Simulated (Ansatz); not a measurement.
CH8OSi: several calculations on one system

## 1. Relaxation

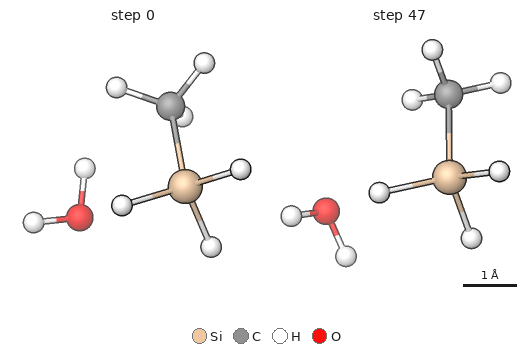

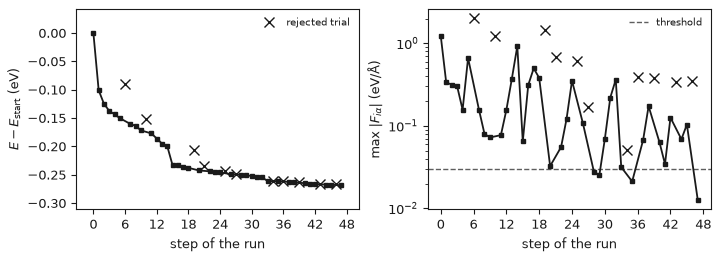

First and last geometry of a relaxation of CH8OSi, with the history of the run. A ball-and-stick model, seen from a free direction.

The run prepares an end point of a later path (reaction) calculation, from a guessed geometry.

Method: Ansatz, RHF/def2-SVP. Settings: no spin polarisation; force threshold 0.03 eV/Å; at most 50 steps.

Did the run converge, and what did it change?

It converged. The largest move after the best rigid fit is that of an H atom, 1.54 Å. Largest moves by element: H 1.54 Å, O 0.55 Å, C 0.34 Å, Si 0.19 Å. Among the contacts that change: H–O 0.967 → 0.946 Å, H–Si 1.477 → 1.485 Å, C–H 1.095 → 1.090 Å. Bond angles that change, for instance: C–Si–H 107.7° → 110.7°, H–Si–H 110.9° → 108.2°. Groups turn about C–Si by about 60°. Over 36 accepted moves (47 points after the start) the energy falls by 0.268 eV. The largest force component goes from 1.2 to 0.013 eV/Å. The line search rejected the trial steps at points 6, 10, 19, 21, 25, 27, 34, 36 and more of the run. The forces were under the threshold at step 28, but the run went on from there. The run took 39 s on 1 thread of Intel(R) Xeon(R) 6975P-C (Granite Rapids), on a shared host, peak memory 0.15 GiB.

```csv
step,"E − E(0), eV","largest force component, eV/Å",note
0,0.0000,1.2422,
1,-0.1009,0.3366,
2,-0.1247,0.3161,
3,-0.1372,0.3022,
4,-0.1433,0.1568,
5,-0.1500,0.6639,
6,-0.0897,2.0366,rejected
7,-0.1603,0.1560,
8,-0.1637,0.0801,
9,-0.1716,0.0723,
10,-0.1509,1.2386,rejected
12,-0.1859,0.1556,
14,-0.1998,0.9255,
16,-0.2335,0.3126,
18,-0.2376,0.3811,
20,-0.2423,0.0325,
22,-0.2438,0.0552,
24,-0.2457,0.3525,
26,-0.2488,0.1071,
28,-0.2499,0.0279,
29,-0.2508,0.0253,
31,-0.2536,0.2204,
33,-0.2611,0.0316,
35,-0.2612,0.0212,
37,-0.2625,0.0673,
39,-0.2631,0.3786,rejected
41,-0.2655,0.0344,
43,-0.2659,0.3445,rejected
45,-0.2676,0.1037,
47,-0.2682,0.0125,
```

Limits of the set-up: Hartree-Fock leaves out electron correlation.

## 2. Relaxation

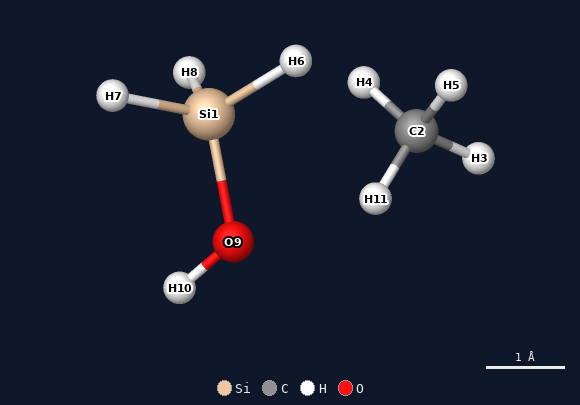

This is the input geometry for a relaxation of CH₈OSi. A ball-and-stick model, seen at a tilt.

The run prepares an end point of a later path (reaction) calculation, from a guessed geometry.

Computed with RHF/def2-SVP (Ansatz 0.2.0).

The input:
```yaml
crystal:
  periodic: [false, false, false]
  atoms:
    - { symbol: Si, position_ang: [-0.409565, 0.285379, -0.394365] }
    - { symbol: C, position_ang: [-0.131553, -0.241511, 2.643288] }
    - { symbol: H, position_ang: [-0.333294, -0.557886, 3.66836] }
    - { symbol: H, position_ang: [0.341842, -1.066858, 2.11626] }
    - { symbol: H, position_ang: [0.540895, 0.614014, 2.669136] }
    - { symbol: H, position_ang: [0.486325, 1.229132, 0.283435] }
    - { symbol: H, position_ang: [-0.399465, 0.584225, -1.85134] }
    - { symbol: H, position_ang: [0.048661, -1.111138, -0.243232] }
    - { symbol: O, position_ang: [-1.956582, 0.506497, 0.187303] }
    - { symbol: H, position_ang: [-2.6735, 0.074105, -0.251889] }
    - { symbol: H, position_ang: [-1.078263, 0.036041, 2.165346] }
basis:
  gaussian: { orbitals: def2-SVP }
hamiltonian:
  xc: hf
relax:
  f_tol: 0.03
  max_steps: 50
```

Run as
```bash
ansatz run input.yaml --threads 1 --pin off --max-ram 2048MiB --backend cpu --events-out ev --progress --plain --runs-dir out
```

**What does the optimiser find from here?**

The atom that moves furthest after the best rigid fit is H6 (1.34 Å). By element the largest moves are H 1.34 Å, Si 0.90 Å, C 0.82 Å, O 0.45 Å. Near-neighbour distances that change, for instance: Si1–O9 1.667 → 1.652 Å, C2–H11 1.096 → 1.089 Å, Si1–H6 1.467 → 1.474 Å, Si1–H7 1.487 → 1.482 Å. Among the angles between lasting bonds that change: H7–Si1–O9 108.7° → 111.2°, Si1–O9–H10 118.7° → 120.8°. The energy falls by 0.287 eV in 18 accepted moves (21 points after the start). The largest force component goes from 0.66 to 0.016 eV/Å. The line search rejected the trial steps at points 3, 8, 17 of the run. The forces were under the threshold at step 7, but the run went on from there.

Step by step:

| step | E − E(0), eV | largest force component, eV/Å | note |
| --- | --- | --- | --- |
| 0 | 0.0000 | 0.6575 |  |
| 1 | -0.2009 | 0.2832 |  |
| 2 | -0.2512 | 0.1536 |  |
| 3 | -0.2507 | 0.4215 | rejected |
| 4 | -0.2608 | 0.1841 |  |
| 5 | -0.2634 | 0.2178 |  |
| 6 | -0.2714 | 0.0792 |  |
| 7 | -0.2738 | 0.0226 |  |
| 8 | -0.2698 | 0.4130 | rejected |
| 9 | -0.2764 | 0.0611 |  |
| 10 | -0.2774 | 0.1835 |  |
| 11 | -0.2793 | 0.1148 |  |
| 12 | -0.2810 | 0.0503 |  |
| 13 | -0.2824 | 0.1154 |  |
| 14 | -0.2837 | 0.0614 |  |
| 15 | -0.2845 | 0.0136 |  |
| 16 | -0.2855 | 0.0189 |  |
| 17 | -0.2833 | 0.1775 | rejected |
| 18 | -0.2862 | 0.0390 |  |
| 19 | -0.2864 | 0.0661 |  |
| 20 | -0.2869 | 0.0370 |  |
| 21 | -0.2871 | 0.0160 |  |

The structure at the end:

```xyz
11

Si   -0.4841    0.4726   -1.2760
C    -0.1486   -0.4060    3.4485
H    -0.9568   -0.5899    4.1570
H     0.4073   -1.3299    3.2866
H     0.5216    0.3515    3.8550
H     0.5340    1.5096   -1.0308
H    -1.1155    0.6902   -2.5991
H     0.1528   -0.8660   -1.2914
O    -1.5946    0.5894   -0.0580
H    -2.3180   -0.0141   -0.0032
H    -0.5625   -0.0555    2.5037
```

The end point in the same view:

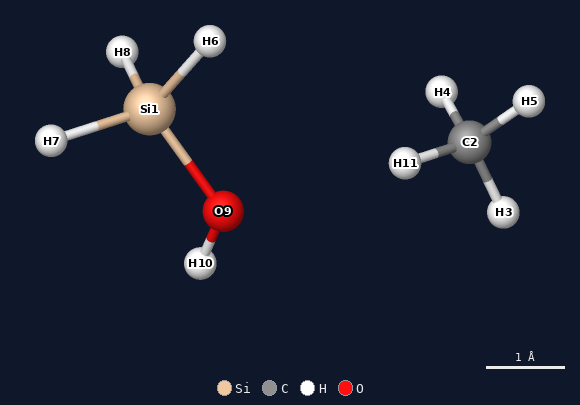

Limits of the set-up: the start holds two separate molecules, 2.2 Å apart at their closest, whose relative position is a soft coordinate and is computed without a dispersion correction; Hartree-Fock leaves out electron correlation.

## 3. Path

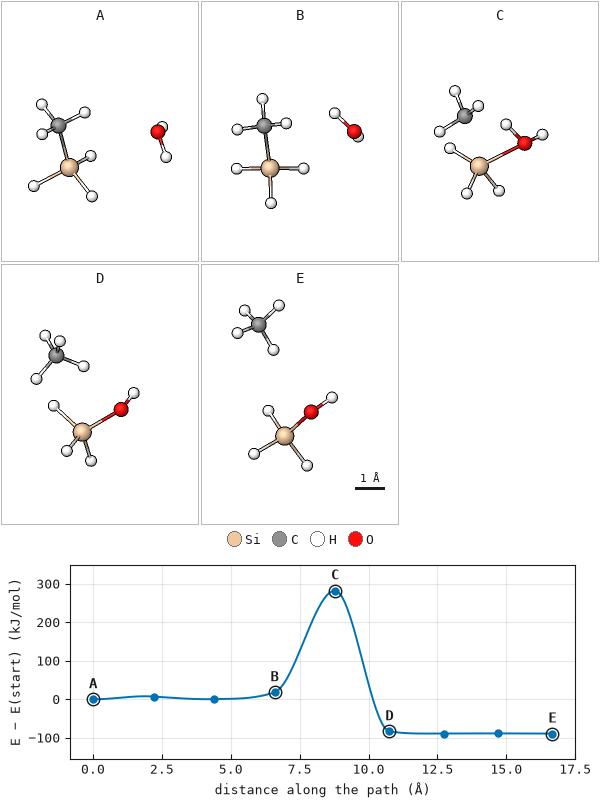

A nudged-elastic-band calculation for CH8OSi, made up at the start of CH$_{6}$Si and H₂O. Images are numbered from 0 (start) to 8 (end). Frames A to E are images 0, 3, 4, 5, 8. A ball-and-stick model, seen at a tilt.

All numbers below come from Ansatz 0.2.0, RHF/def2-SVP. Run with 7 movable images; climbing image; force threshold 0.05 eV/Å; iteration limit 60; starting path through a guess of the saddle point.

What happens along the path, and what is the barrier?

Answer. The energy climbs by 282.6 kJ/mol to image 4 and then falls by 371.7 kJ/mol, so the end point sits at −89.1 kJ/mol. The path has more than one stage, and so few images may leave a stage unresolved. Breaking: H–O (0.95 → 2.84 Å), C–Si (1.88 → 4.82 Å). Forming: C–H (3.87 → 1.09 Å), O–Si (3.45 → 1.65 Å). The band converged in 48 iterations. The largest component of the band force went from 50 to 0.036 eV/Å. The climbing image converged on the top of the path. Its vibrational analysis gives one imaginary mode (1364i cm⁻¹), as a transition state must have.

Limits of the set-up: the start holds two separate molecules, 2.8 Å apart at their closest, whose relative position is a soft coordinate and is computed without a dispersion correction; Hartree-Fock leaves out electron correlation.

Cost: 3.9 min on 1 thread of Intel(R) Xeon(R) 6975P-C (Granite Rapids), on a shared host, peak memory 0.16 GiB.
